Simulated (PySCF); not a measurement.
**C4H7FO: NMR shifts at several levels of theory**

Aim: compute the NMR shifts of C4H7FO (`C[C@@H](F)[C@@H]1CO1`) at several levels, and see how far they spread and what each costs.

The runs use PySCF 2.14.0, with density-fitted response routines of our own; the level of theory stands in each step. All values are computed, except where a source is named. Atoms are numbered from 0 throughout.

## Step 1: Starting geometry

13 atoms, charge 0, multiplicity 1; geometry from: PBE0-D3(BJ)/def2-SVP.

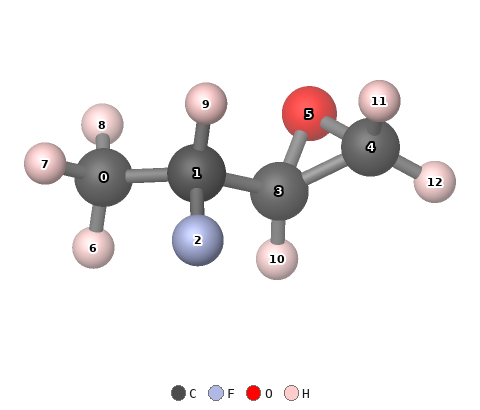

The starting geometry (carbon dark grey, fluorine light blue, oxygen red, hydrogen pink), atoms numbered.

## Step 2: Shielding tensors: HF/pcSseg-1

Job settings and geometry (Å):

```
{"job": {"kind": "nmr", "xc": "HF", "basis": "pcSseg-1", "pop": false}, "charge": 0, "multiplicity": 1}
C     -1.878834    -0.963617    -0.281332
C     -0.852601     0.137000    -0.185015
F     -1.101000     0.900571     0.938946
C      0.556249    -0.386190    -0.090323
C      1.682417     0.360939    -0.643950
O      1.146249    -0.761485    -1.312897
H     -1.833299    -1.606724     0.610994
H     -2.891811    -0.543899    -0.356674
H     -1.683739    -1.579890    -1.171561
H     -0.915162     0.797425    -1.068645
H      0.737408    -1.071101     0.751676
H      1.502507     1.332837    -1.121653
H      2.682991     0.227008    -0.214126
```

Level: GIAO HF/pcSseg-1 NMR shielding, non-relativistic, gas phase.

The run is started by

```sh
$ OMP_NUM_THREADS=1 python probes_run.py task.json out
```

One launch serves the whole session: the jobs run in the order shown.

Log:

```text
final grid: 105248 points
cycle   1  E = -329.6134695164  dE =  1.315e+00  |g| = 7.649e-01  |ddm| = 2.955e+00
cycle   2  E = -329.7109128694  dE = -9.744e-02  |g| = 4.761e-01  |ddm| = 7.112e-01
cycle   3  E = -329.7495039364  dE = -3.859e-02  |g| = 7.206e-02  |ddm| = 2.951e-01
cycle   4  E = -329.7509880313  dE = -1.484e-03  |g| = 2.062e-02  |ddm| = 7.697e-02
cycle   5  E = -329.7511018214  dE = -1.138e-04  |g| = 5.421e-03  |ddm| = 2.324e-02
cycle   6  E = -329.7511105915  dE = -8.770e-06  |g| = 1.953e-03  |ddm| = 7.085e-03
cycle   7  E = -329.7511120554  dE = -1.464e-06  |g| = 6.168e-04  |ddm| = 2.885e-03
cycle   8  E = -329.7511122338  dE = -1.784e-07  |g| = 1.323e-04  |ddm| = 1.142e-03
cycle   9  E = -329.7511122437  dE = -9.929e-09  |g| = 3.222e-05  |ddm| = 2.463e-04
cycle  10  E = -329.7511122442  dE = -4.587e-10  |g| = 1.079e-05  |ddm| = 4.794e-05
converged SCF energy = -329.7511122442

GIAO shielding tensors (ppm)
atom      isotropic    diamagn.    paramagn.     s11        s22        s33       span
  0 C      170.662     246.312     -75.650    157.289    166.315    188.383     31.094
  1 C      107.876     237.474    -129.598     80.381     92.571    150.677     70.296
  2 F      421.349     475.704     -54.355    403.169    424.084    436.795     33.625
  3 C      146.715     248.465    -101.750    101.674    147.947    190.523     88.849
  4 C      150.925     251.414    -100.489    111.031    156.287    185.456     74.426
  5 O      361.670     397.724     -36.054    207.393    407.431    470.186    262.793
  6 H       30.105      29.022       1.084     26.483     28.153     35.680      9.197
  7 H       29.951      27.903       2.048     25.707     27.152     36.994     11.287
  8 H       30.340      28.739       1.600     25.516     29.208     36.295     10.779
  9 H       28.354      30.016      -1.662     26.264     27.891     30.908      4.643
 10 H       29.286      30.557      -1.271     23.566     27.543     36.750     13.184
 11 H       29.258      30.223      -0.965     24.192     26.983     36.597     12.405
 12 H       29.020      29.421      -0.401     23.667     25.582     37.811     14.145
```

Run time: 4.6 s. Hardware: 1 thread of Arm Neoverse V1, shared host; peak memory 0.68 GiB.

The references, computed at this level on geometries of the same kind, shield at (ppm): ¹H TMS 31.69, ¹³C TMS 190.8, ¹⁹F CFCl3 246.4, ¹⁷O H2O 333.3. Their shielding less the atom's gives the shift. The references are single molecules in the gas phase, so shifts against H2O, NH3, PH3, H3PO4 or CFCl3 are not on the usual liquid scales and can be off by tens of ppm. Atoms listed in one row are averaged.

```csv
atoms,environment,σ (ppm),δ (ppm)
C1,sp3 CH bonded to F,107.9,83.0
C3,epoxide ring carbon,146.7,44.1
C4,epoxide ring carbon,150.9,39.9
C0,methyl carbon,170.7,20.2
H9,hydrogen on an sp3 CH bonded to F,28.35,3.33
H12,hydrogen on an epoxide ring carbon,29.02,2.67
H11,hydrogen on an epoxide ring carbon,29.26,2.43
H10,hydrogen on an epoxide ring carbon,29.29,2.40
"H6, H7, H8",hydrogen on a methyl carbon,30.13,1.55
F2,fluorine on an sp3 carbon,421.3,-175.0
O5,ether oxygen,361.7,-28.4
```

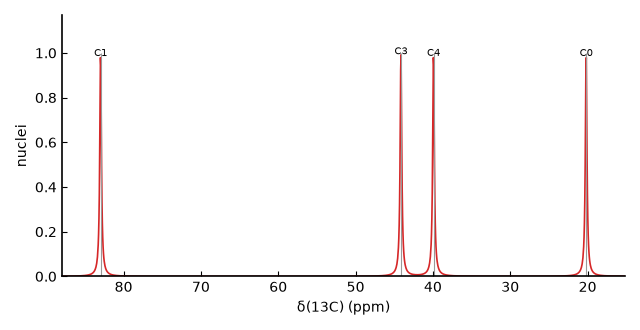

¹³C lines at the computed shifts, without couplings. Lines are broadened to a width of 0.25 ppm (Lorentzian).

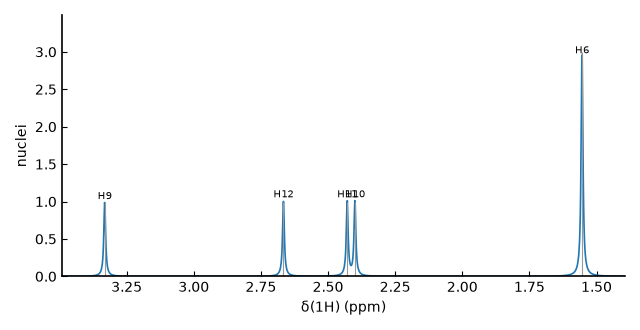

¹H lines at the computed shifts, without couplings. Lines are broadened to a width of 0.01 ppm (Lorentzian).

Ring of atoms C3, C4, O5: NICS(0) -46.3, NICS(1) -6.7, NICS(1)zz -21.9 ppm (means of both faces). The ring holds saturated atoms, so no π current runs round it: these values come from its σ bonds, any local π bonds and neighbouring rings, and say nothing of aromaticity.

In rings of three or four atoms NICS is ruled by the nearby σ bonds, so it says little on aromaticity.

## Step 3: Nuclear shieldings: LDA/pcSseg-1

Same as in step 2 but for these lines:

```diff
@@ -1,2 +1,2 @@
-{"job": {"kind": "nmr", "xc": "HF", "basis": "pcSseg-1", "pop": false}, "charge": 0, "multiplicity": 1}
+{"job": {"kind": "nmr", "xc": "LDA", "basis": "pcSseg-1", "pop": false}, "charge": 0, "multiplicity": 1}
 C     -1.878834    -0.963617    -0.281332
```

Level: GIAO LDA/pcSseg-1 NMR shielding, non-relativistic, gas phase.

Log:

```text
coarse grid: 10856 points
cycle   1  E = -328.8351070873  dE =  6.520e-01  |g| = 7.415e-01  |ddm| = 3.102e+00
cycle   2  E = -328.5543811218  dE =  2.807e-01  |g| = 1.438e+00  |ddm| = 1.819e+00
cycle   3  E = -328.9302017650  dE = -3.758e-01  |g| = 2.413e-01  |ddm| = 1.325e+00
cycle   4  E = -328.9413721534  dE = -1.117e-02  |g| = 6.304e-02  |ddm| = 2.002e-01
cycle   5  E = -328.9419787043  dE = -6.066e-04  |g| = 2.156e-02  |ddm| = 4.985e-02
cycle   6  E = -328.9420418999  dE = -6.320e-05  |g| = 9.052e-03  |ddm| = 2.148e-02
cycle   7  E = -328.9420572668  dE = -1.537e-05  |g| = 1.218e-03  |ddm| = 7.063e-03
cycle   8  E = -328.9420575796  dE = -3.128e-07  |g| = 3.948e-04  |ddm| = 1.230e-03
final grid: 105248 points
cycle   9  E = -329.0050432946  dE = -4.816e-05  |g| = 5.046e-03  |ddm| = 2.410e-02
cycle  10  E = -329.0050321721  dE =  1.112e-05  |g| = 9.294e-03  |ddm| = 9.670e-03
cycle  11  E = -329.0050485775  dE = -1.641e-05  |g| = 1.038e-03  |ddm| = 6.422e-03
cycle  12  E = -329.0050487641  dE = -1.866e-07  |g| = 2.932e-04  |ddm| = 1.028e-03
cycle  13  E = -329.0050487759  dE = -1.173e-08  |g| = 1.417e-04  |ddm| = 2.410e-04
cycle  14  E = -329.0050487793  dE = -3.447e-09  |g| = 2.627e-05  |ddm| = 1.139e-04
cycle  15  E = -329.0050487794  dE = -1.085e-10  |g| = 9.265e-06  |ddm| = 2.262e-05
converged SCF energy = -329.0050487794

GIAO shielding tensors (ppm)
atom      isotropic    diamagn.    paramagn.     s11        s22        s33       span
  0 C      159.699     249.452     -89.753    143.379    153.241    182.475     39.096
  1 C       79.702     240.248    -160.546     46.125     60.476    132.506     86.381
  2 F      373.773     473.871    -100.098    352.521    373.683    395.115     42.593
  3 C      124.239     250.550    -126.311     72.436    125.025    175.256    102.819
  4 C      130.344     252.956    -122.612     84.175    138.321    168.536     84.361
  5 O      314.320     395.849     -81.528    146.783    378.595    417.583    270.800
  6 H       29.468      28.854       0.613     26.402     27.658     34.343      7.941
  7 H       29.258      27.439       1.819     25.543     26.557     35.675     10.132
  8 H       29.495      28.514       0.981     24.994     28.532     34.957      9.963
  9 H       27.028      29.637      -2.609     25.890     26.504     28.690      2.799
 10 H       28.289      30.327      -2.037     23.038     26.811     35.020     11.982
 11 H       28.249      29.775      -1.527     23.259     26.719     34.769     11.510
 12 H       27.976      28.562      -0.586     22.806     25.169     35.953     13.148
```

Run time: 15 s. Hardware: 1 thread of Arm Neoverse V1, shared host; peak memory 0.68 GiB.

Key values: δ C1 101.0, C3 56.5, C4 50.4, C0 21.0, H9 3.80, H12 2.85 ppm.

## Step 4: Shielding tensors: PBE/pcSseg-1

Same as in step 3 but for these lines:

```diff
@@ -1,2 +1,2 @@
-{"job": {"kind": "nmr", "xc": "LDA", "basis": "pcSseg-1", "pop": false}, "charge": 0, "multiplicity": 1}
+{"job": {"kind": "nmr", "xc": "PBE", "basis": "pcSseg-1", "pop": false}, "charge": 0, "multiplicity": 1}
 C     -1.878834    -0.963617    -0.281332
```

Method: GIAO PBE/pcSseg-1 NMR shielding, non-relativistic, gas phase.

Log:

```text
coarse grid: 10856 points
cycle   1  E = -331.0691195105  dE =  6.583e-01  |g| = 7.452e-01  |ddm| = 3.093e+00
cycle   2  E = -330.7937643683  dE =  2.754e-01  |g| = 1.431e+00  |ddm| = 1.800e+00
cycle   3  E = -331.1633618711  dE = -3.696e-01  |g| = 2.329e-01  |ddm| = 1.316e+00
cycle   4  E = -331.1738848137  dE = -1.052e-02  |g| = 6.259e-02  |ddm| = 1.970e-01
cycle   5  E = -331.1744745542  dE = -5.897e-04  |g| = 2.215e-02  |ddm| = 5.048e-02
cycle   6  E = -331.1745462476  dE = -7.169e-05  |g| = 8.365e-03  |ddm| = 2.169e-02
cycle   7  E = -331.1745598478  dE = -1.360e-05  |g| = 1.175e-03  |ddm| = 6.598e-03
cycle   8  E = -331.1745601448  dE = -2.971e-07  |g| = 3.753e-04  |ddm| = 1.190e-03
final grid: 105248 points
cycle   9  E = -331.2468186992  dE = -1.746e-05  |g| = 1.919e-02  |ddm| = 3.307e-02
cycle  10  E = -331.2465865755  dE =  2.321e-04  |g| = 4.028e-02  |ddm| = 3.610e-02
cycle  11  E = -331.2468871526  dE = -3.006e-04  |g| = 4.209e-03  |ddm| = 2.593e-02
cycle  12  E = -331.2468909368  dE = -3.784e-06  |g| = 6.992e-04  |ddm| = 3.494e-03
cycle  13  E = -331.2468909907  dE = -5.392e-08  |g| = 3.490e-04  |ddm| = 7.246e-04
cycle  14  E = -331.2468910104  dE = -1.974e-08  |g| = 2.973e-05  |ddm| = 2.636e-04
cycle  15  E = -331.2468910106  dE = -1.380e-10  |g| = 1.673e-05  |ddm| = 3.286e-05
converged SCF energy = -331.2468910106

GIAO shielding tensors (ppm)
atom      isotropic    diamagn.    paramagn.     s11        s22        s33       span
  0 C      158.618     248.425     -89.807    143.851    151.879    180.125     36.274
  1 C       82.658     240.049    -157.390     50.599     65.168    132.207     81.608
  2 F      370.776     474.046    -103.271    354.688    368.462    389.176     34.488
  3 C      125.919     249.644    -123.725     76.211    126.521    175.023     98.812
  4 C      131.487     252.483    -120.996     87.343    138.883    168.236     80.893
  5 O      308.526     395.879     -87.352    149.085    368.658    407.836    258.750
  6 H       29.856      29.266       0.590     26.915     28.136     34.516      7.601
  7 H       29.649      27.750       1.899     26.091     27.072     35.784      9.693
  8 H       29.857      28.907       0.950     25.503     28.959     35.108      9.605
  9 H       27.506      30.177      -2.670     26.295     27.092     29.132      2.837
 10 H       28.763      30.965      -2.202     23.534     27.403     35.353     11.819
 11 H       28.717      30.305      -1.588     23.766     27.296     35.089     11.323
 12 H       28.434      29.008      -0.574     23.326     25.755     36.221     12.895
```

Wall time 21 s (1 thread of Arm Neoverse V1, shared host); peak memory 0.72 GiB.

In short: δ C1 97.4, C3 54.1, C4 48.5, C0 21.4, H9 3.69, H12 2.76 ppm.

## Step 5: NMR shieldings: BLYP/pcSseg-1

Same as in step 4 but for these lines:

```diff
@@ -1,2 +1,2 @@
-{"job": {"kind": "nmr", "xc": "PBE", "basis": "pcSseg-1", "pop": false}, "charge": 0, "multiplicity": 1}
+{"job": {"kind": "nmr", "xc": "BLYP", "basis": "pcSseg-1", "pop": false}, "charge": 0, "multiplicity": 1}
 C     -1.878834    -0.963617    -0.281332
```

Method: GIAO BLYP/pcSseg-1 NMR shielding, non-relativistic, gas phase.

Log:

```text
coarse grid: 10856 points
cycle   1  E = -331.3249169487  dE =  6.622e-01  |g| = 8.169e-01  |ddm| = 3.107e+00
cycle   2  E = -330.9702673556  dE =  3.546e-01  |g| = 1.606e+00  |ddm| = 2.048e+00
cycle   3  E = -331.4341171742  dE = -4.638e-01  |g| = 2.575e-01  |ddm| = 1.547e+00
cycle   4  E = -331.4467609155  dE = -1.264e-02  |g| = 7.524e-02  |ddm| = 2.214e-01
cycle   5  E = -331.4476124873  dE = -8.516e-04  |g| = 2.630e-02  |ddm| = 5.988e-02
cycle   6  E = -331.4477105157  dE = -9.803e-05  |g| = 1.036e-02  |ddm| = 2.568e-02
cycle   7  E = -331.4477317015  dE = -2.119e-05  |g| = 1.296e-03  |ddm| = 8.138e-03
cycle   8  E = -331.4477320522  dE = -3.507e-07  |g| = 4.758e-04  |ddm| = 1.367e-03
final grid: 105248 points
cycle   9  E = -331.5259977747  dE = -3.846e-05  |g| = 1.166e-02  |ddm| = 2.715e-02
cycle  10  E = -331.5259262722  dE =  7.150e-05  |g| = 2.286e-02  |ddm| = 2.132e-02
cycle  11  E = -331.5260237756  dE = -9.750e-05  |g| = 2.731e-03  |ddm| = 1.485e-02
cycle  12  E = -331.5260252500  dE = -1.474e-06  |g| = 4.910e-04  |ddm| = 2.246e-03
cycle  13  E = -331.5260252746  dE = -2.461e-08  |g| = 2.871e-04  |ddm| = 5.413e-04
cycle  14  E = -331.5260252882  dE = -1.368e-08  |g| = 2.286e-05  |ddm| = 2.066e-04
cycle  15  E = -331.5260252883  dE = -6.480e-11  |g| = 1.544e-05  |ddm| = 2.731e-05
converged SCF energy = -331.5260252883

GIAO shielding tensors (ppm)
atom      isotropic    diamagn.    paramagn.     s11        s22        s33       span
  0 C      153.331     247.324     -93.993    138.555    146.087    175.351     36.796
  1 C       76.301     239.807    -163.506     44.419     58.841    125.644     81.225
  2 F      369.118     474.831    -105.713    353.820    366.783    386.751     32.930
  3 C      120.500     249.047    -128.547     69.746    120.662    171.091    101.345
  4 C      126.422     252.068    -125.647     81.372    133.790    164.103     82.731
  5 O      304.707     396.857     -92.150    143.844    363.756    406.522    262.678
  6 H       30.017      29.493       0.523     27.220     28.396     34.433      7.213
  7 H       29.805      27.792       2.013     26.419     27.344     35.652      9.233
  8 H       29.992      29.097       0.896     25.805     29.176     34.997      9.192
  9 H       27.689      30.443      -2.754     26.525     27.378     29.164      2.639
 10 H       28.925      31.239      -2.313     23.806     27.694     35.277     11.471
 11 H       28.874      30.640      -1.767     24.002     27.585     35.034     11.032
 12 H       28.590      29.191      -0.601     23.571     26.069     36.130     12.559
```

Run time: 18 s. Hardware: 1 thread of Arm Neoverse V1, shared host; peak memory 0.75 GiB.

This run: δ C1 99.0, C3 54.8, C4 48.9, C0 22.0, H9 3.67, H12 2.77 ppm.

## Step 6: Nuclear shieldings: BP86/pcSseg-1

Same as in step 5 but for these lines:

```diff
@@ -1,2 +1,2 @@
-{"job": {"kind": "nmr", "xc": "BLYP", "basis": "pcSseg-1", "pop": false}, "charge": 0, "multiplicity": 1}
+{"job": {"kind": "nmr", "xc": "BP86", "basis": "pcSseg-1", "pop": false}, "charge": 0, "multiplicity": 1}
 C     -1.878834    -0.963617    -0.281332
```

Level: GIAO BP86/pcSseg-1 NMR shielding, non-relativistic, gas phase.

Log:

```text
coarse grid: 10856 points
cycle   1  E = -331.4491095279  dE =  6.609e-01  |g| = 7.553e-01  |ddm| = 3.094e+00
cycle   2  E = -331.1647623577  dE =  2.843e-01  |g| = 1.456e+00  |ddm| = 1.751e+00
cycle   3  E = -331.5446525640  dE = -3.799e-01  |g| = 2.286e-01  |ddm| = 1.285e+00
cycle   4  E = -331.5547747677  dE = -1.012e-02  |g| = 6.419e-02  |ddm| = 1.925e-01
cycle   5  E = -331.5553900754  dE = -6.153e-04  |g| = 2.303e-02  |ddm| = 5.175e-02
cycle   6  E = -331.5554685276  dE = -7.845e-05  |g| = 8.189e-03  |ddm| = 2.166e-02
cycle   7  E = -331.5554817273  dE = -1.320e-05  |g| = 1.189e-03  |ddm| = 6.444e-03
cycle   8  E = -331.5554820266  dE = -2.993e-07  |g| = 4.073e-04  |ddm| = 1.220e-03
final grid: 105248 points
cycle   9  E = -331.6291611397  dE = -5.367e-05  |g| = 9.096e-03  |ddm| = 2.896e-02
cycle  10  E = -331.6291072494  dE =  5.389e-05  |g| = 1.930e-02  |ddm| = 1.683e-02
cycle  11  E = -331.6291753801  dE = -6.813e-05  |g| = 1.908e-03  |ddm| = 1.265e-02
cycle  12  E = -331.6291761426  dE = -7.625e-07  |g| = 3.896e-04  |ddm| = 1.610e-03
cycle  13  E = -331.6291761704  dE = -2.772e-08  |g| = 1.742e-04  |ddm| = 3.593e-04
cycle  14  E = -331.6291761747  dE = -4.335e-09  |g| = 2.544e-05  |ddm| = 1.343e-04
cycle  15  E = -331.6291761748  dE = -1.090e-10  |g| = 8.883e-06  |ddm| = 2.516e-05
converged SCF energy = -331.6291761748

GIAO shielding tensors (ppm)
atom      isotropic    diamagn.    paramagn.     s11        s22        s33       span
  0 C      158.084     248.765     -90.682    143.226    151.744    179.281     36.055
  1 C       82.304     240.279    -157.974     49.954     64.925    132.034     82.079
  2 F      372.959     474.263    -101.304    356.798    370.420    391.659     34.861
  3 C      125.499     250.178    -124.679     75.666    126.440    174.391     98.725
  4 C      130.933     252.744    -121.811     86.738    138.350    167.713     80.975
  5 O      309.327     396.194     -86.867    150.305    369.369    408.309    258.004
  6 H       29.892      29.344       0.548     26.950     28.183     34.544      7.594
  7 H       29.700      27.794       1.906     26.147     27.138     35.816      9.668
  8 H       29.925      28.970       0.956     25.584     29.031     35.160      9.576
  9 H       27.566      30.236      -2.670     26.344     27.197     29.157      2.812
 10 H       28.807      31.004      -2.197     23.579     27.469     35.373     11.795
 11 H       28.769      30.351      -1.583     23.841     27.337     35.128     11.287
 12 H       28.494      29.069      -0.575     23.401     25.826     36.255     12.854
```

It took 18 s on 1 thread of Arm Neoverse V1, shared host; peak memory 0.75 GiB.

In short: δ C1 97.4, C3 54.2, C4 48.8, C0 21.7, H9 3.70, H12 2.77 ppm.

## Step 7: NMR shieldings: OPBE/pcSseg-1

Same as in step 6 but for these lines:

```diff
@@ -1,2 +1,2 @@
-{"job": {"kind": "nmr", "xc": "BP86", "basis": "pcSseg-1", "pop": false}, "charge": 0, "multiplicity": 1}
+{"job": {"kind": "nmr", "xc": "OPBE", "basis": "pcSseg-1", "pop": false}, "charge": 0, "multiplicity": 1}
 C     -1.878834    -0.963617    -0.281332
```

Level: GIAO OPBE/pcSseg-1 NMR shielding, non-relativistic, gas phase.

Log:

```text
coarse grid: 10856 points
cycle   1  E = -331.3301007162  dE =  6.430e-01  |g| = 7.129e-01  |ddm| = 3.087e+00
cycle   2  E = -331.1037373663  dE =  2.264e-01  |g| = 1.317e+00  |ddm| = 1.671e+00
cycle   3  E = -331.4185744558  dE = -3.148e-01  |g| = 2.007e-01  |ddm| = 1.191e+00
cycle   4  E = -331.4266276453  dE = -8.053e-03  |g| = 5.641e-02  |ddm| = 1.795e-01
cycle   5  E = -331.4271118099  dE = -4.842e-04  |g| = 2.025e-02  |ddm| = 4.683e-02
cycle   6  E = -331.4271789422  dE = -6.713e-05  |g| = 6.381e-03  |ddm| = 1.948e-02
cycle   7  E = -331.4271870402  dE = -8.098e-06  |g| = 1.086e-03  |ddm| = 5.106e-03
final grid: 105248 points
cycle   8  E = -331.4762861868  dE = -8.551e-05  |g| = 2.974e-02  |ddm| = 5.642e-02
cycle   9  E = -331.4757242587  dE =  5.619e-04  |g| = 6.268e-02  |ddm| = 6.181e-02
cycle  10  E = -331.4764331501  dE = -7.089e-04  |g| = 4.991e-03  |ddm| = 4.506e-02
cycle  11  E = -331.4764381458  dE = -4.996e-06  |g| = 8.393e-04  |ddm| = 4.132e-03
cycle  12  E = -331.4764382772  dE = -1.314e-07  |g| = 2.839e-04  |ddm| = 9.924e-04
cycle  13  E = -331.4764382927  dE = -1.556e-08  |g| = 7.657e-05  |ddm| = 2.603e-04
cycle  14  E = -331.4764382938  dE = -1.092e-09  |g| = 2.135e-05  |ddm| = 6.572e-05
cycle  15  E = -331.4764382939  dE = -8.049e-11  |g| = 7.937e-06  |ddm| = 2.169e-05
converged SCF energy = -331.4764382939

GIAO shielding tensors (ppm)
atom      isotropic    diamagn.    paramagn.     s11        s22        s33       span
  0 C      164.540     248.901     -84.362    151.128    158.231    184.260     33.131
  1 C       93.274     240.345    -147.071     61.914     77.252    140.657     78.743
  2 F      375.043     473.515     -98.472    360.908    372.056    392.164     31.256
  3 C      133.691     249.496    -115.804     86.990    134.990    179.095     92.105
  4 C      138.215     252.675    -114.460     96.520    145.727    172.398     75.877
  5 O      309.696     395.089     -85.394    158.109    368.017    402.961    244.852
  6 H       29.875      29.167       0.708     26.808     28.102     34.715      7.907
  7 H       29.695      27.824       1.871     26.015     27.094     35.976      9.961
  8 H       29.900      28.831       1.069     25.443     28.938     35.319      9.876
  9 H       27.535      30.131      -2.596     26.146     27.111     29.348      3.202
 10 H       28.810      30.985      -2.175     23.447     27.412     35.572     12.125
 11 H       28.791      30.211      -1.420     23.810     27.310     35.254     11.443
 12 H       28.514      29.034      -0.520     23.372     25.773     36.397     13.025
```

Run time: 19 s. Hardware: 1 thread of Arm Neoverse V1, shared host; peak memory 0.75 GiB.

Key values: δ C1 91.9, C3 51.4, C4 46.9, C0 20.6, H9 3.69, H12 2.71 ppm.

(Part 1 of 2 ends here.)
